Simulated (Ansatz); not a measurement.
# MoH₂ (singlet): density functionals in def2-QZVPP

Aim: run MoH₂ (singlet) with a set of functionals in one basis and compare levels, spin and time.

Program: Ansatz 0.2.0, Gaussian basis. Level of theory: def2-QZVPP, all electrons in the functionals, frozen cores in the correlation of double hybrids and RPA. These are calculated values, not measurements.

To be run: PBE, BLYP, r2SCAN, B97M-V, PBE0, B3LYP, wB97M-V, B2PLYP.

2 further runs of the same task are left out: 2 set aside as unsound or not needed.

## 1. The system

The geometry is a PBE0/def2-TZVP stationary point (not a proven minimum). No spin-orbit coupling is included. Elements past krypton take def2 core potentials.

3 atoms, charge 0, spin multiplicity 1.

Atoms are counted from 1 here; the program's logs count them from 0.

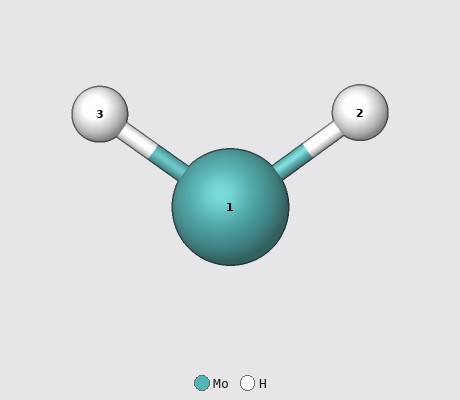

The geometry (molybdenum teal, hydrogen white); atoms are numbered from 1 in the order of the file.

As a file:

```mol
H2Mo
  3D, bonds by distance, orders not assigned

  3  2  0  0  0  0  0  0  0  0999 V2000
    0.0000   -0.0203    0.0000 Mo  0  0
    0.0000    0.9663   -1.3708 H   0  0
    0.0000    0.9663    1.3708 H   0  0
  1  2  8  0
  1  3  8  0
M  END
```

No dispersion term is added; B97M-V, wB97M-V hold VV10 nonlocal correlation. B3LYP takes the VWN-RPA correlation.

## 2. PBE (unrestricted)

Input file in.yaml:

```yaml
crystal:
  periodic: [false, false, false]
  atoms:
    - {symbol: Mo, position_ang: [0.000000, -0.020303, 0.000000]}
    - {symbol: H, position_ang: [0.000000, 0.966281, -1.370796]}
    - {symbol: H, position_ang: [0.000000, 0.966281, 1.370796]}
basis:
  gaussian: {orbitals: "def2-QZVPP.json"}
magnetization: {spin_polarized: true, initial_magnetization: 0}
hamiltonian: {xc: {name: PBE}}
output: {orbitals: {seedname: orbitals}}
```

Started as:

```sh
ansatz run in.yaml --threads 2 --pin off --events-out ev --progress --plain --max-ram 24576MiB --backend cuda --devices 0, --max-vram 18GiB
```

Output:

```text
Functional definition: PBE
  name "PBE"
  cite "Perdew, Burke & Ernzerhof, Phys. Rev. Lett. 77, 3865 (1996) doi:10.1103/PhysRevLett.77.3865"
  parent pbe
  parameter kappa = 0.804
  parameter beta = 0.06672455060314922
  exchange = pbe_x(kappa = kappa, mu = beta*pi^2/3)
  correlation = pbe_c(beta = beta)
516 factors; their error is unknown
mean field evaluation 1: about -1879.0568 eV, gradient 2.7e1 eV
mean field evaluation 2: about -1852.3933 eV, gradient 6.8e1 eV
mean field evaluation 4: about -1881.6661 eV, gradient 1.6e1 eV
mean field evaluation 8: about -1882.4501 eV, gradient 1.1e1 eV
mean field evaluation 16: about -1883.2386 eV, gradient 5.7e0 eV
mean field evaluation 32: about -1884.9262 eV, gradient 8.6e-4 eV
mean field evaluation 64: about -1883.9478 eV, gradient 1.4e-1 eV
mean field evaluation 96: about -1884.8208 eV, gradient 1.4e0 eV
mean field evaluation 128: about -1884.9437 eV, gradient 9.5e-4 eV
mean field evaluation 160: about -1883.5004 eV, gradient 7.8e0 eV
mean field evaluation 192: about -1884.9415 eV, gradient 6.6e-1 eV
mean field evaluation 224: about -1884.7326 eV, gradient 1.4e0 eV
mean field -1884.94371250 eV, -69.2704037736 hartree, gradient 1.5e-6 eV, S^2 1.991149; 18 other end points of the search recorded, 0 dependent functions left out
reference -1884.94375860 eV, -69.2704054679 hartree; 8, 8 occupied and 133, 133 virtual orbitals, 516 factors
Total energy: -1884.94375860 eV, -69.2704054679 hartree
```

Run time: 37 s. Hardware: 1 × H100 (card shared with other runs) with 2 threads of AMD EPYC 7R13, shared host; peak host memory 0.8 GiB.

From the report: ⟨S²⟩ of the determinant 1.991 (pure singlet: 0.00). The determinant of PBE (⟨S²⟩ 1.99) is far from a pure spin state, so its energy mixes those of several spin states; that is harmless only where they are near-degenerate.

## 3. BLYP (unrestricted)

Edit in.yaml of step 2 so:

```diff
@@ -9,3 +9,2 @@
 magnetization: {spin_polarized: true, initial_magnetization: 0}
-hamiltonian: {xc: {name: PBE}}
-output: {orbitals: {seedname: orbitals}}
+hamiltonian: {xc: {name: BLYP}}
```

Same command.

Output:

```text
Functional definition: BLYP
  name "BLYP"
  cite "Becke, Phys. Rev. A 38, 3098 (1988) doi:10.1103/PhysRevA.38.3098"
  cite "Lee, Yang & Parr, Phys. Rev. B 37, 785 (1988) doi:10.1103/PhysRevB.37.785"
  parameter beta = 0.0042
  parameter a = 0.04918
  parameter b = 0.132
  parameter c = 0.2533
  parameter d = 0.349
  exchange = b88_x(beta = beta)
  correlation = lyp_c(a = a, b = b, c = c, d = d)
516 factors; their error is unknown
mean field evaluation 1: about -1877.8333 eV, gradient 2.7e1 eV
mean field evaluation 2: about -1847.6740 eV, gradient 7.0e1 eV
mean field evaluation 4: about -1880.7048 eV, gradient 1.6e1 eV
mean field evaluation 8: about -1881.7330 eV, gradient 8.9e0 eV
mean field evaluation 16: about -1882.5987 eV, gradient 3.0e0 eV
mean field evaluation 32: about -1883.8351 eV, gradient 3.9e-2 eV
mean field evaluation 64: about -1883.8353 eV, gradient 5.6e-5 eV
mean field evaluation 96: about -1883.2095 eV, gradient 4.2e-1 eV
mean field evaluation 128: about -1883.8465 eV, gradient 8.4e-2 eV
mean field evaluation 160: about -1882.5721 eV, gradient 7.5e0 eV
mean field evaluation 192: about -1883.7850 eV, gradient 2.9e-1 eV
mean field evaluation 224: about -1883.7267 eV, gradient 9.3e-1 eV
mean field -1883.84822958 eV, -69.2301455187 hartree, gradient 2.3e-6 eV, S^2 1.988104; 18 other end points of the search recorded, 0 dependent functions left out
reference -1883.84851243 eV, -69.2301559135 hartree; 8, 8 occupied and 133, 133 virtual orbitals, 516 factors
Total energy: -1883.84851243 eV, -69.2301559135 hartree
```

Run time: 36 s. Hardware: 1 × H100 (card shared with other runs) with 2 threads of AMD EPYC 7R13, shared host; peak host memory 0.82 GiB.

From the report: ⟨S²⟩ of the determinant 1.988 (pure singlet: 0.00). The determinant of BLYP (⟨S²⟩ 1.99) is far from a pure spin state, so its energy mixes those of several spin states; that is harmless only where they are near-degenerate.

## 4. r2SCAN (unrestricted)

Edit in.yaml of step 3 so:

```diff
@@ -9,2 +9,2 @@
 magnetization: {spin_polarized: true, initial_magnetization: 0}
-hamiltonian: {xc: {name: BLYP}}
+hamiltonian: {xc: {name: r2SCAN}}
```

The command is unchanged.

Output:

```text
Functional definition: r2SCAN
  name "r2SCAN"
  cite "Furness, Kaplan, Ning, Perdew & Sun, J. Phys. Chem. Lett. 11, 8208 (2020) doi:10.1021/acs.jpclett.0c02405"
  cite "Furness, Kaplan, Ning, Perdew & Sun, J. Phys. Chem. Lett. 11, 9248 (2020) doi:10.1021/acs.jpclett.0c03077"
  parent r2scan
  parameter k0 = 0.174
  parameter k1 = 0.065
  parameter a1 = 4.9479
  exchange = r2scan_x(k0 = k0, k1 = k1, a1 = a1)
  correlation = r2scan_c
516 factors; their error is unknown
mean field evaluation 1: about -1879.6747 eV, gradient 2.6e1 eV
mean field evaluation 2: about -1864.0311 eV, gradient 5.5e1 eV
mean field evaluation 4: about -1883.4507 eV, gradient 4.5e0 eV
mean field evaluation 8: about -1883.5869 eV, gradient 9.0e-2 eV
mean field evaluation 16: about -1883.5823 eV, gradient 1.1e-4 eV
mean field evaluation 32: about -1885.4155 eV, gradient 1.3e-1 eV
mean field evaluation 64: about -1885.4334 eV, gradient 1.1e0 eV
mean field evaluation 96: about -1884.4298 eV, gradient 4.3e-4 eV
mean field evaluation 128: about -1885.4202 eV, gradient 3.7e-1 eV
mean field evaluation 160: about -1885.2855 eV, gradient 6.7e-1 eV
mean field evaluation 192: about -1884.2167 eV, gradient 5.2e-1 eV
mean field -1885.43741447 eV, -69.2885469863 hartree, gradient 2.5e-6 eV, S^2 1.995961; 21 other end points of the search recorded, 0 dependent functions left out
reference -1885.43743506 eV, -69.2885477431 hartree; 8, 8 occupied and 133, 133 virtual orbitals, 516 factors
Total energy: -1885.43743506 eV, -69.2885477431 hartree
```

Run time: 55 s. Hardware: 1 × H100 (card shared with other runs) with 2 threads of AMD EPYC 7R13, shared host; peak host memory 0.82 GiB.

From the report: ⟨S²⟩ of the determinant 1.996 (pure singlet: 0.00). The determinant of r2SCAN (⟨S²⟩ 2.00) is far from a pure spin state, so its energy mixes those of several spin states; that is harmless only where they are near-degenerate.

## 5. B97M-V (unrestricted)

Edit in.yaml of step 4 so:

```diff
@@ -9,2 +9,2 @@
 magnetization: {spin_polarized: true, initial_magnetization: 0}
-hamiltonian: {xc: {name: r2SCAN}}
+hamiltonian: {xc: {name: B97M-V}}
```

Launched as before.

Output:

```text
Functional definition: B97M-V
  name "B97M-V"
  cite "Mardirossian & Head-Gordon, J. Chem. Phys. 142, 074111 (2015) doi:10.1063/1.4907719"
  cite "Becke, J. Chem. Phys. 107, 8554 (1997) doi:10.1063/1.475007"
  cite "Vydrov & Van Voorhis, J. Chem. Phys. 133, 244103 (2010) doi:10.1063/1.3521275"
  # Of w^i u^j: cxij and so on, Table III.
  parameter cx00 = 1.000
  parameter cx01 = 1.308
  parameter cx02 = 1.901
  parameter cx10 = 0.416
  parameter cx11 = 3.070
  parameter css00 = 1.000
  parameter css02 = -1.855
  parameter css10 = -5.668
  parameter css32 = -20.497
  parameter css42 = -20.364
  parameter cos00 = 1.000
  parameter cos01 = 1.573
  parameter cos03 = -6.298
  parameter cos10 = 2.535
  parameter cos32 = -6.427
  parameter b = 6.0
  parameter c = 0.01
  gx(w, u) = cx00 + cx01*u + cx02*u^2 + (cx10 + cx11*u)*w
  gss(w, u) = css00 + css02*u^2 + css10*w + (css32*w^3 + css42*w^4)*u^2
  gos(w, u) = cos00 + cos01*u + cos03*u^3 + cos10*w + cos32*w^3*u^2
  exchange = spin_sum(e_x_unif_s*gx(b97_w, b97_u_x))
  correlation = spin_sum(e_c_pw_mod_same_spin*gss(b97_w, b97_u_same))
      + integral(e_c_pw_mod_opposite_spin*gos(b97_w_opposite, b97_u_opposite)) + vv10(b, c)
516 factors; their error is unknown
mean field evaluation 1: about -1879.1411 eV, gradient 2.6e1 eV
mean field evaluation 2: about -1861.5506 eV, gradient 5.6e1 eV
mean field evaluation 4: about -1883.1206 eV, gradient 4.2e0 eV
mean field evaluation 8: about -1883.2289 eV, gradient 3.1e-2 eV
mean field evaluation 16: about -1883.2226 eV, gradient 3.4e-5 eV
mean field evaluation 32: about -1884.4398 eV, gradient 7.7e-1 eV
mean field evaluation 64: about -1884.4436 eV, gradient 4.9e-1 eV
mean field evaluation 96: about -1883.9578 eV, gradient 8.5e-4 eV
mean field evaluation 128: about -1884.4922 eV, gradient 1.5e-6 eV
mean field evaluation 160: about -1883.8443 eV, gradient 1.1e1 eV
mean field evaluation 192: about -1884.3914 eV, gradient 1.2e-1 eV
mean field evaluation 224: about -1884.4922 eV, gradient 2.3e-6 eV
mean field -1884.49217603 eV, -69.2538101146 hartree, gradient 2.3e-6 eV, S^2 1.991845; 15 other end points of the search recorded, 0 dependent functions left out
reference -1884.49225028 eV, -69.2538128432 hartree; 8, 8 occupied and 133, 133 virtual orbitals, 516 factors
Total energy: -1884.49225028 eV, -69.2538128432 hartree
```

It took 91 s on 1 × H100 (card shared with other runs) with 2 threads of AMD EPYC 7R13, shared host; peak host memory 0.9 GiB.

From the report: ⟨S²⟩ of the determinant 1.992 (pure singlet: 0.00). The determinant of B97M-V (⟨S²⟩ 1.99) is far from a pure spin state, so its energy mixes those of several spin states; that is harmless only where they are near-degenerate.

## 6. PBE0 (unrestricted)

Edit in.yaml of step 5 so:

```diff
@@ -9,2 +9,3 @@
 magnetization: {spin_polarized: true, initial_magnetization: 0}
-hamiltonian: {xc: {name: B97M-V}}
+hamiltonian: {xc: {name: PBE0}}
+output: {orbitals: {seedname: orbitals}}
```

Launched as before.

Output:

```text
Functional definition: PBE0
  name "PBE0"
  cite "Adamo & Barone, J. Chem. Phys. 110, 6158 (1999) doi:10.1063/1.478522"
  cite "Perdew, Burke & Ernzerhof, Phys. Rev. Lett. 77, 3865 (1996) doi:10.1103/PhysRevLett.77.3865"
  parent pbe
  parameter a = 0.25
  parameter kappa = 0.804
  parameter beta = 0.06672455060314922
  exchange = (1 - a)*pbe_x(kappa = kappa, mu = beta*pi^2/3) + a*exact_x
  correlation = pbe_c(beta = beta)
578 factors; their error is unknown
mean field evaluation 1: about -1879.4463 eV, gradient 2.3e1 eV
mean field evaluation 2: about -1876.1577 eV, gradient 3.4e1 eV
mean field evaluation 4: about -1882.1909 eV, gradient 3.0e0 eV
mean field evaluation 8: about -1882.5377 eV, gradient 1.0e0 eV
mean field evaluation 16: about -1882.5620 eV, gradient 3.0e-3 eV
mean field evaluation 32: about -1884.0099 eV, gradient 8.6e-1 eV
mean field evaluation 64: about -1883.9818 eV, gradient 4.7e-1 eV
mean field evaluation 96: about -1884.0553 eV, gradient 1.2e0 eV
mean field -1884.06666240 eV, -69.2381727768 hartree, gradient 4.8e-6 eV, S^2 1.995004; 12 other end points of the search recorded, 0 dependent functions left out
reference -1884.06669620 eV, -69.2381740192 hartree; 8, 8 occupied and 133, 133 virtual orbitals, 578 factors
Total energy: -1884.06669620 eV, -69.2381740192 hartree
```

Run time: 22 s. Hardware: 1 × H100 (card shared with other runs) with 2 threads of AMD EPYC 7R13, shared host; peak host memory 0.81 GiB.

From the report: ⟨S²⟩ of the determinant 1.995 (pure singlet: 0.00). The determinant of PBE0 (⟨S²⟩ 2.00) is far from a pure spin state, so its energy mixes those of several spin states; that is harmless only where they are near-degenerate.

## 7. B3LYP (unrestricted)

Edit in.yaml of step 6 so:

```diff
@@ -9,3 +9,2 @@
 magnetization: {spin_polarized: true, initial_magnetization: 0}
-hamiltonian: {xc: {name: PBE0}}
-output: {orbitals: {seedname: orbitals}}
+hamiltonian: {xc: {name: B3LYP}}
```

Same command.

Output:

```text
Functional definition: B3LYP
  name "B3LYP"
  cite "Stephens, Devlin, Chabalowski & Frisch, J. Phys. Chem. 98, 11623 (1994) doi:10.1021/j100096a001"
  cite "Becke, Phys. Rev. A 38, 3098 (1988) doi:10.1103/PhysRevA.38.3098"
  cite "Lee, Yang & Parr, Phys. Rev. B 37, 785 (1988) doi:10.1103/PhysRevB.37.785"
  cite "Vosko, Wilk & Nusair, Can. J. Phys. 58, 1200 (1980) doi:10.1139/p80-159"
  parameter a0 = 0.2
  parameter ax = 0.72
  parameter ac = 0.81
  exchange = (1 - a0 - ax)*slater_x + ax*b88_x + a0*exact_x
  correlation = (1 - ac)*vwn_rpa_c + ac*lyp_c
539 factors; their error is unknown
mean field evaluation 1: about -1880.5194 eV, gradient 2.4e1 eV
mean field evaluation 2: about -1872.5039 eV, gradient 4.4e1 eV
mean field evaluation 4: about -1883.7153 eV, gradient 4.2e0 eV
mean field evaluation 8: about -1884.0156 eV, gradient 3.2e-1 eV
mean field evaluation 16: about -1884.0305 eV, gradient 2.9e-5 eV
mean field evaluation 32: about -1885.3498 eV, gradient 8.7e-3 eV
mean field evaluation 64: about -1885.3384 eV, gradient 9.9e-2 eV
mean field evaluation 96: about -1884.6700 eV, gradient 9.6e-5 eV
mean field evaluation 128: about -1885.3049 eV, gradient 1.8e-1 eV
mean field -1885.34979402 eV, -69.2853269942 hartree, gradient 8.0e-6 eV, S^2 1.991611; 14 other end points of the search recorded, 0 dependent functions left out
reference -1885.35000740 eV, -69.2853348360 hartree; 8, 8 occupied and 133, 133 virtual orbitals, 539 factors
Total energy: -1885.35000740 eV, -69.2853348360 hartree
```

Wall time 10 s (1 × H100 (card shared with other runs) with 2 threads of AMD EPYC 7R13, shared host); peak host memory 0.82 GiB.

From the report: ⟨S²⟩ of the determinant 1.992 (pure singlet: 0.00). The determinant of B3LYP (⟨S²⟩ 1.99) is far from a pure spin state, so its energy mixes those of several spin states; that is harmless only where they are near-degenerate.

## 8. wB97M-V (unrestricted)

Edit in.yaml of step 7 so:

```diff
@@ -9,2 +9,3 @@
 magnetization: {spin_polarized: true, initial_magnetization: 0}
-hamiltonian: {xc: {name: B3LYP}}
+hamiltonian: {xc: {name: wB97M-V}}
+output: {orbitals: {seedname: orbitals}}
```

Same command.

Output:

```text
Functional definition: wB97M-V
  name "wB97M-V"
  cite "Mardirossian & Head-Gordon, J. Chem. Phys. 144, 214110 (2016) doi:10.1063/1.4952647"
  cite "Becke, J. Chem. Phys. 107, 8554 (1997) doi:10.1063/1.475007"
  cite "Vydrov & Van Voorhis, J. Chem. Phys. 133, 244103 (2010) doi:10.1063/1.3521275"
  # Of w^i u^j: cxij and so on, Table III.
  parameter omega = 0.3/bohr
  parameter cx = 0.15
  parameter cx01 = 1.007
  parameter cx10 = 0.259
  parameter css00 = 0.443
  parameter css04 = -1.437
  parameter css10 = -4.535
  parameter css20 = -3.390
  parameter css43 = 4.278
  parameter cos00 = 1.000
  parameter cos10 = 1.358
  parameter cos20 = 2.924
  parameter cos21 = -8.812
  parameter cos60 = -1.390
  parameter cos61 = 9.142
  parameter b = 6.0
  parameter c = 0.01
  gx(w, u) = 1 - cx + cx01*u + cx10*w
  gss(w, u) = css00 + css04*u^4 + css10*w + css20*w^2 + css43*w^4*u^3
  gos(w, u) = cos00 + cos10*w + (cos20 + cos21*u)*w^2 + (cos60 + cos61*u)*w^6
  exchange = spin_sum(e_x_unif_sr(omega)*gx(b97_w, b97_u_x)) + cx*exact_x_sr(omega) + exact_x_lr(omega)
  correlation = spin_sum(e_c_pw_mod_same_spin*gss(b97_w, b97_u_same))
      + integral(e_c_pw_mod_opposite_spin*gos(b97_w_opposite, b97_u_opposite)) + vv10(b, c)
524 factors; their error is unknown
146 factors; integrals over basis functions are off by at most 4.2e-5 eV
mean field evaluation 1: about -1877.9672 eV, gradient 1.9e1 eV
mean field evaluation 2: about -1878.9581 eV, gradient 1.3e1 eV
mean field evaluation 4: about -1879.6198 eV, gradient 1.2e0 eV
mean field evaluation 8: about -1879.7668 eV, gradient 5.9e-1 eV
mean field evaluation 16: about -1880.5308 eV, gradient 3.2e-3 eV
mean field evaluation 32: about -1880.7462 eV, gradient 1.4e0 eV
mean field evaluation 64: about -1881.4426 eV, gradient 9.1e-2 eV
mean field evaluation 96: about -1880.5216 eV, gradient 2.6e-2 eV
mean field -1881.44272804 eV, -69.1417449676 hartree, gradient 9.6e-6 eV, S^2 1.987241; 12 other end points of the search recorded, 0 dependent functions left out
reference -1881.44278242 eV, -69.1417469662 hartree; 8, 8 occupied and 133, 133 virtual orbitals, 524 factors
Total energy: -1881.44278242 eV, -69.1417469662 hartree
```

It took 40 s on 1 × H100 (card shared with other runs) with 2 threads of AMD EPYC 7R13, shared host; peak host memory 0.92 GiB.

From the report: ⟨S²⟩ of the determinant 1.987 (pure singlet: 0.00). The determinant of wB97M-V (⟨S²⟩ 1.99) is far from a pure spin state, so its energy mixes those of several spin states; that is harmless only where they are near-degenerate.

## 9. B2PLYP (unrestricted)

Edit in.yaml of step 8 so:

```diff
@@ -9,3 +9,3 @@
 magnetization: {spin_polarized: true, initial_magnetization: 0}
-hamiltonian: {xc: {name: wB97M-V}}
-output: {orbitals: {seedname: orbitals}}
+hamiltonian: {xc: {name: B2PLYP}}
+correlation: {electrons: outside_noble_gas}
```

The command is unchanged.

Output:

```text
Functional definition: B2PLYP
  name "B2PLYP"
  cite "Grimme, J. Chem. Phys. 124, 034108 (2006) doi:10.1063/1.2148954"
  cite "Becke, Phys. Rev. A 38, 3098 (1988) doi:10.1103/PhysRevA.38.3098"
  cite "Lee, Yang & Parr, Phys. Rev. B 37, 785 (1988) doi:10.1103/PhysRevB.37.785"
  parameter a = 0.53
  parameter c = 0.27
  exchange = (1 - a)*b88_x + a*exact_x
  correlation = (1 - c)*lyp_c + c*(mp2_os + mp2_ss)
894 factors; integrals over basis functions are off by at most 7.2e-4 eV
mean field evaluation 1: about -1873.7706 eV, gradient 1.9e1 eV
mean field evaluation 2: about -1873.7704 eV, gradient 1.9e1 eV
mean field evaluation 4: about -1875.5150 eV, gradient 3.1e0 eV
mean field evaluation 8: about -1875.7743 eV, gradient 1.1e0 eV
mean field evaluation 16: about -1876.4281 eV, gradient 1.2e-3 eV
mean field evaluation 32: about -1877.8558 eV, gradient 5.5e-1 eV
mean field evaluation 64: about -1877.8029 eV, gradient 7.9e-1 eV
mean field evaluation 96: about -1877.8534 eV, gradient 9.0e-2 eV
mean field evaluation 128: about -1877.7634 eV, gradient 3.3e0 eV
mean field evaluation 160: about -1877.3229 eV, gradient 1.1e1 eV
mean field evaluation 192: about -1877.8978 eV, gradient 8.2e-2 eV
mean field evaluation 224: about -1877.8445 eV, gradient 4.6e-2 eV
mean field -1877.89780885 eV, -69.0114715903 hartree, gradient 1.3e-6 eV, S^2 1.997549; 23 other end points of the search recorded, 0 dependent functions left out
4 core orbitals not correlated: weight in the atoms' cores, before any rotation towards them, 0.999 or more for the frozen orbitals, at most 0.000 for the correlated occupied ones
reference -1877.89794298 eV, -69.0114765196 hartree; 4, 4 occupied and 133, 133 virtual orbitals, 894 factors
second order -5.85909192 eV of doubles, -0.00000000 eV of singles
Total energy: -1879.47989780 eV, -69.0696122869 hartree
```

Wall time 25 s (1 × H100 (card shared with other runs) with 2 threads of AMD EPYC 7R13, shared host); peak host memory 0.84 GiB.

From the report: ⟨S²⟩ of the determinant 1.998 (pure singlet: 0.00). The determinant of B2PLYP (⟨S²⟩ 2.00) is far from a pure spin state, so its energy mixes those of several spin states; that is harmless only where they are near-degenerate.

## 10. Side by side

```
functional  energy (eV)   ⟨S²⟩  time
       PBE   -1884.9438  1.991  37 s
      BLYP   -1883.8485  1.988  36 s
    r2SCAN   -1885.4374  1.996  55 s
    B97M-V   -1884.4923  1.992  91 s
      PBE0   -1884.0667  1.995  22 s
     B3LYP   -1885.3500  1.992  10 s
   wB97M-V   -1881.4428  1.987  40 s
    B2PLYP   -1879.4799  1.998  25 s
```

Orbital levels of the runs that wrote orbitals: PBE HOMO -4.66, LUMO -3.28 eV; PBE0 HOMO -5.87, LUMO -1.88 eV; wB97M-V HOMO -8.09, LUMO -0.48 eV.

## 11. What came out

| quantity | value |
| --- | --- |
| spread of total energies | 6.0 eV |
| quickest, slowest | B3LYP 10 s, B97M-V 91 s |

**Reading.** Total energies of different functionals can't be ranked; only differences within one functional count.
